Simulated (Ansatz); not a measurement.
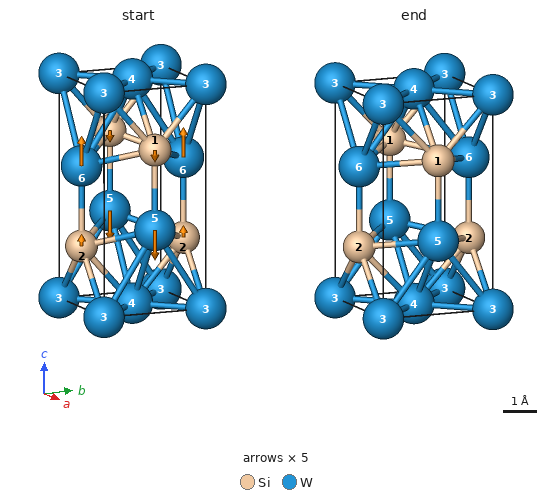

The structure of solid SiW$_{2}$ (a generated structure, set up in P4/nmm) (coarse preliminary run) before (left) and after (right) a relaxation, at one scale. The orange arrows give the displacements (the part carried along by the change of the cell is left out), 5 times their true length.

The picture is a ball-and-stick view of the cell of the calculation, seen slightly off an axis.

Computed with DFT PBE, scalar-relativistic, plane waves, PAW in Ansatz 0.2.0.

The input:
```yaml
crystal:
  lattice:
    - [3.43723806, 0.0, 0.0]
    - [0.0, 3.43723806, 0.0]
    - [0.0, 0.0, 7.054233]
  atoms:
    - { symbol: Si, position: [0.0, 0.5, 0.72605389] }
    - { symbol: Si, position: [0.5, 0.0, 0.27394611] }
    - { symbol: W, position: [0.0, 0.0, 0.0] }
    - { symbol: W, position: [0.5, 0.5, 0.0] }
    - { symbol: W, position: [0.0, 0.5, 0.36862916] }
    - { symbol: W, position: [0.5, 0.0, 0.63137084] }
basis:
  ecutwfc: 420
kpoints:
  mp_grid: { grid: [6, 6, 4] }
hamiltonian:
  xc: pbe
scf:
  occupations: { method: gaussian, width: 0.1 }
  lower_state_search: "off"
output:
  forces: true
  stress: true
  eigenvalues: true
relax:
  adjacent_minimum: "off"
  f_tol: 0.04
  max_steps: 70
  cell: { stress_tol: 0.4 }
```

Launched with:
```bash
ansatz run input.yaml --threads 1 --pin off --max-ram 2560MiB --backend cpu --events-out ev --progress --plain --runs-dir out
```

**Summarise the run.**

Over 4 accepted moves (5 points after the start) the energy falls by 341 meV per atom. The largest force component goes from 1.4 to 0.036 eV/Å. The pressure goes from 31.92 to 0.08 GPa. At 1 point the geometry stayed and the basis and grid were re-selected for the new cell (energy shift of 0.8 meV per atom at most each time). The largest moves relative to the cell, 0.19 Å, are those of W5 and W6. W6 goes along +c. By element the largest moves are W 0.19 Å, Si 0.08 Å. The volume changes by +10.7 %, with a = b 3.437 → 3.695 Å (+7.5 %), c 7.054 → 6.753 Å (−4.3 %). Some distances before and after: W5–W6 3.057 → 3.389 Å, W3–W4 2.430 → 2.613 Å, W3–W5 3.117 → 2.949 Å, Si1–W6 2.521 → 2.639 Å. The space group stays P4/nmm (No. 129).
